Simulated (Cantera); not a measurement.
A closed system holds: 1 mol CaCl₂, 4.2 mol HCl, 0.45 mol N₂, at 2.48 Torr.

Method: chemical equilibrium by Gibbs-energy minimisation in Cantera with the NASA 1993 tables (ideal gas, pure condensed phases). Candidate condensed phases: Ca, CaCl₂, NH₄Cl; 16 gas species. Kinetics and transport are ignored.

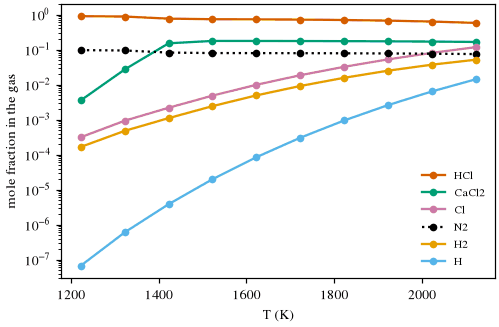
Figure. Equilibrium gas composition (values under 1e-9 drawn at 1e-9)

Question: Read off the mole fractions at 1223 K.

Answer: HCl about 0.90, N₂ about 0.096, CaCl₂ about 0.0036, Cl about 0.00031, H₂ about 0.00017, H about 6.7e-8.
